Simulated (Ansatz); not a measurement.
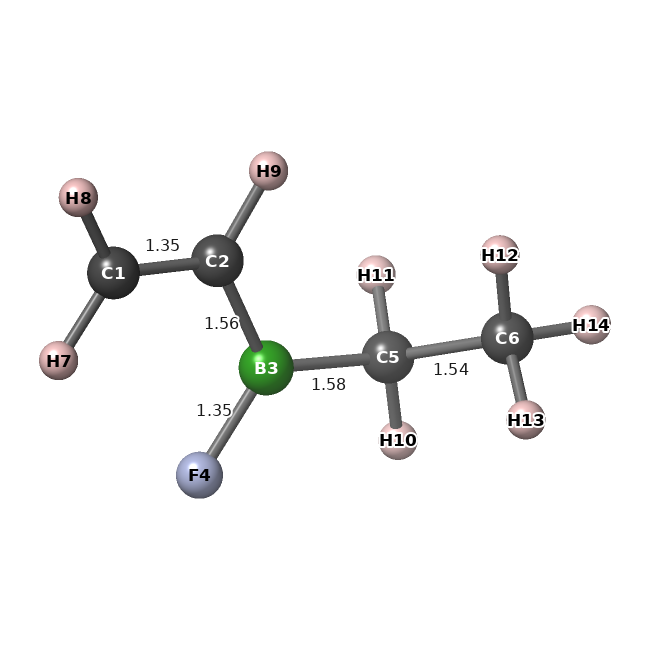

The numbers beside the sticks are distances in Å. Sticks don't show bond order. The geometry was computed by an optimisation with PBE-D4/def2-SVP. No frequency run is at hand to confirm it as a minimum.

### Which of the marked bonds are single, double, triple or aromatic?

C1–C2 double; C2–B3 single; B3–F4 single; B3–C5 single; C5–C6 single.

### Give the structure as SMILES.

C=CB(F)CC
